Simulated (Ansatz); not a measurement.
# Calculations on BSiN3H8

**1. Relaxation**

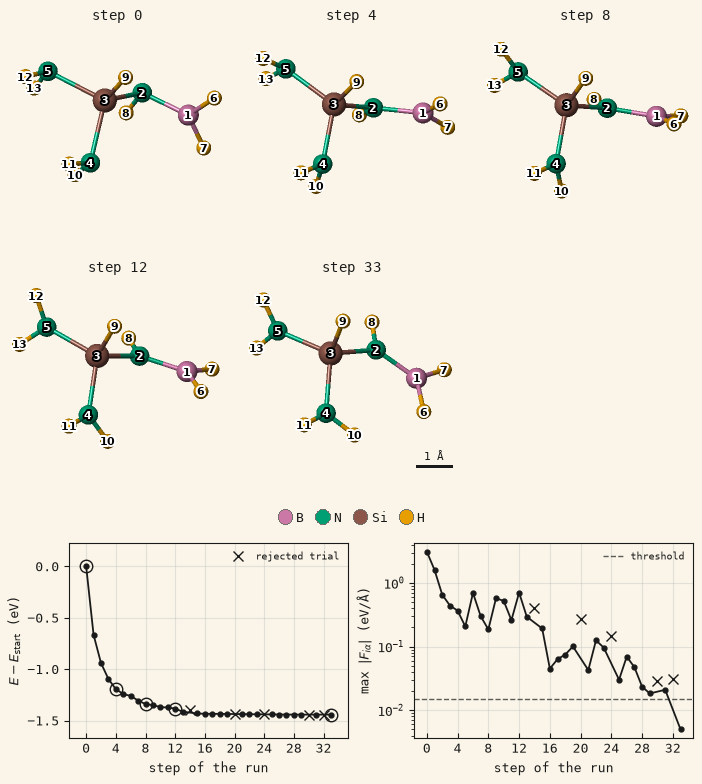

Frames of a relaxation of BSiN3H8, marked on the history of the run. The picture is a ball-and-stick view, seen at a tilt.

The run prepares an end point of a later path (torsion) calculation, from a guessed geometry.

All numbers below come from Ansatz 0.2.0, RKS CAM-B3LYP-D4/def2-SVP.

Input file:
```yaml
crystal:
  periodic: [false, false, false]
  atoms:
    - { symbol: B, position_ang: [-2.1973, -0.4936, -0.2102] }
    - { symbol: "N", position_ang: [-1.0423, -0.7709, 0.6485] }
    - { symbol: Si, position_ang: [0.183, 0.4723, 0.3109] }
    - { symbol: "N", position_ang: [0.836, 0.363, -1.3804] }
    - { symbol: "N", position_ang: [1.6089, 0.1972, 1.4007] }
    - { symbol: H, position_ang: [-2.8712, 0.5529, -0.0356] }
    - { symbol: H, position_ang: [-2.5716, -1.2082, -1.0504] }
    - { symbol: H, position_ang: [-0.6144, -1.6664, 0.319] }
    - { symbol: H, position_ang: [-0.3323, 1.8294, 0.6111] }
    - { symbol: H, position_ang: [1.2017, -0.5881, -1.4659] }
    - { symbol: H, position_ang: [1.5138, 1.0563, -1.4778] }
    - { symbol: H, position_ang: [2.3478, 0.9243, 1.1844] }
    - { symbol: H, position_ang: [1.9583, -0.7029, 1.1606] }
basis:
  gaussian: { orbitals: def2-SVP }
hamiltonian:
  xc: cam_b3lyp
  dispersion: d4
relax:
  f_tol: 0.015
  max_steps: 40
output:
  orbitals: {}
```

Run as
```bash
ansatz run input.yaml --threads 2 --pin off --max-ram 3072MiB --backend cpu --events-out ev --progress --plain --runs-dir out
```

> What happens along the run?

H6 moves most after the best rigid fit: 1.89 Å. By element the largest moves are H 1.89 Å, B 0.40 Å, N 0.33 Å, Si 0.25 Å. Near-neighbour distances that change, for instance: Si3–N4 1.816 → 1.715 Å, B1–N2 1.466 → 1.394 Å, N5–H12 1.059 → 1.012 Å, B1–H6 1.257 → 1.212 Å. Bond angles that change, for instance: B1–N2–Si3 107.4° → 129.9°, Si3–N5–H13 105.5° → 123.6°, Si3–N4–H10 105.2° → 120.0°. Over 28 accepted moves (33 points after the start) the energy falls by 1.441 eV. The largest force component goes from 3.1 to 0.005 eV/Å. The line search rejected the trial steps at points 14, 20, 24, 30, 32 of the run. From step 0 to 4: H7 moves most (0.76 Å), energy −1.194 eV. From step 4 to 8: H6 moves most (0.58 Å), energy −0.145 eV. From step 8 to 12: H6 moves most (0.48 Å), energy −0.044 eV. From step 12 to 33: H6 moves most (0.75 Å), energy −0.058 eV.

| step | E − E(0), eV | largest force component, eV/Å | note |
| --- | --- | --- | --- |
| 0 | 0.0000 | 3.1032 |  |
| 1 | -0.6657 | 1.6007 |  |
| 2 | -0.9396 | 0.6545 |  |
| 3 | -1.0945 | 0.4416 |  |
| 4 | -1.1941 | 0.3674 |  |
| 5 | -1.2403 | 0.2071 |  |
| 6 | -1.2592 | 0.6971 |  |
| 7 | -1.3038 | 0.3007 |  |
| 8 | -1.3388 | 0.1859 |  |
| 9 | -1.3479 | 0.5772 |  |
| 10 | -1.3683 | 0.5208 |  |
| 11 | -1.3716 | 0.2602 |  |
| 12 | -1.3829 | 0.7045 |  |
| 14 | -1.3987 | 0.4032 | rejected |
| 15 | -1.4299 | 0.1926 |  |
| 16 | -1.4328 | 0.0450 |  |
| 17 | -1.4334 | 0.0636 |  |
| 18 | -1.4336 | 0.0748 |  |
| 20 | -1.4316 | 0.2674 | rejected |
| 21 | -1.4360 | 0.0427 |  |
| 22 | -1.4371 | 0.1254 |  |
| 23 | -1.4377 | 0.0966 |  |
| 25 | -1.4390 | 0.0302 |  |
| 26 | -1.4400 | 0.0696 |  |
| 27 | -1.4404 | 0.0474 |  |
| 28 | -1.4407 | 0.0234 |  |
| 29 | -1.4409 | 0.0184 |  |
| 31 | -1.4409 | 0.0210 |  |
| 32 | -1.4409 | 0.0305 | rejected |
| 33 | -1.4410 | 0.0050 |  |

**2. Relaxation**

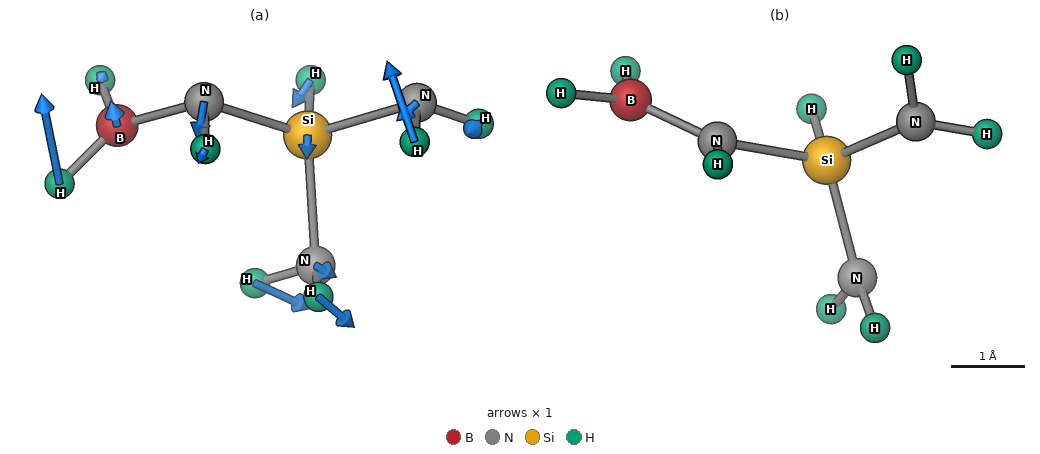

The structure of BSiN$_{3}$H$_{8}$ before (left) and after (right) a relaxation, at one scale. The blue arrows give the displacements, at their true length.

Style: ball-and-stick. Shown at a tilt.

The run prepares an end point of a later path (torsion) calculation, from a guessed geometry.

The calculation used RKS CAM-B3LYP-D4/def2-SVP in Ansatz.

The input:
```yaml
crystal:
  periodic: [false, false, false]
  atoms:
    - { symbol: B, position_ang: [-2.1973, -0.4936, -0.2102] }
    - { symbol: "N", position_ang: [-1.0423, -0.7709, 0.6485] }
    - { symbol: Si, position_ang: [0.183, 0.4723, 0.3109] }
    - { symbol: "N", position_ang: [0.836, 0.363, -1.3804] }
    - { symbol: "N", position_ang: [1.6089, 0.1972, 1.4007] }
    - { symbol: H, position_ang: [-2.8712, 0.5529, -0.0356] }
    - { symbol: H, position_ang: [-2.5716, -1.2082, -1.0504] }
    - { symbol: H, position_ang: [-0.6144, -1.6664, 0.319] }
    - { symbol: H, position_ang: [-0.3323, 1.8294, 0.6111] }
    - { symbol: H, position_ang: [0.03531, 0.54604, -1.98953] }
    - { symbol: H, position_ang: [1.21911, -0.52634, -1.4893] }
    - { symbol: H, position_ang: [2.3478, 0.9243, 1.1844] }
    - { symbol: H, position_ang: [1.9583, -0.7029, 1.1606] }
basis:
  gaussian: { orbitals: def2-SVP }
hamiltonian:
  xc: cam_b3lyp
  dispersion: d4
relax:
  f_tol: 0.015
  max_steps: 40
```

Run as
```bash
ansatz run input.yaml --threads 2 --pin off --max-ram 3072MiB --backend cpu --events-out ev --progress --plain --runs-dir out
```

Describe what moved and what it gained.

Answer. The atom that moves furthest after the best rigid fit is H7 (1.41 Å). By element the largest moves are H 1.41 Å, N 0.56 Å, B 0.41 Å, Si 0.35 Å. Among the contacts that change: Si3–N4 1.816 → 1.716 Å, B1–N2 1.466 → 1.397 Å, B1–H6 1.257 → 1.209 Å, N5–H12 1.059 → 1.014 Å. Among the angles between lasting bonds that change: B1–N2–Si3 107.4° → 128.0°, Si3–N4–H10 105.2° → 120.9°, Si3–N5–H13 105.5° → 120.7°. Over 18 accepted moves (20 points after the start) the energy falls by 1.425 eV. The largest force component goes from 2.6 to 0.013 eV/Å. The line search rejected the trial steps at points 12, 14 of the run. The forces were under the threshold at step 15, but the run went on from there.

**3. Path**

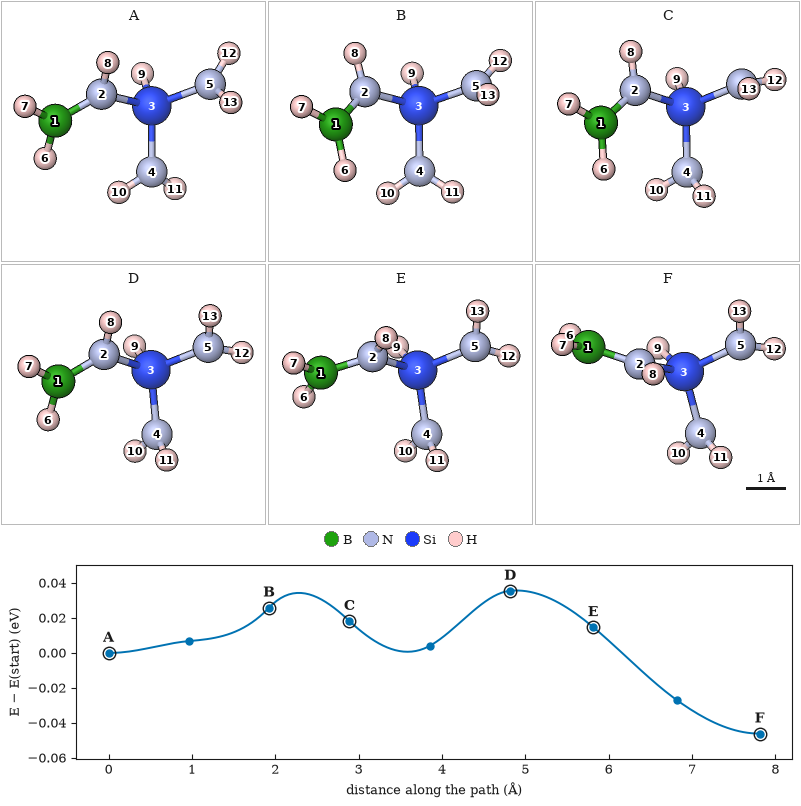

A nudged-elastic-band calculation for BSiN3H8. Images are numbered from 0 (start) to 8 (end). Frames A to F are images 0, 2, 3, 5, 6, 8. The picture is a ball-and-stick view, seen from a free direction.

All numbers below come from Ansatz, RKS CAM-B3LYP-D4/def2-SVP. Set-up: 7 movable images; climbing image; force threshold 0.05 eV/Å; iteration limit 60; starting path by image-dependent pair potential.

### Read off the barrier and say what moves.

The energy climbs by 0.035 eV to image 5 and then falls by 0.082 eV, so the end point sits at −0.046 eV. The profile has 2 maxima (images 2, 5) with a dip at image 4 (0.004 eV), so the process runs in steps. The path has more than one stage, and so few images may leave a stage unresolved. No bond forms or breaks between the ends. Among the angles between lasting bonds that change up to the highest image: N5–Si3–H9 103.8° → 116.1°, N4–Si3–H9 116.6° → 104.7°. The band converged in 53 iterations. The largest component of the band force went from 0.98 to 0.042 eV/Å. The climbing image converged on the top of the path. Its vibrational analysis gives one imaginary mode (95i cm⁻¹), as a transition state must have.
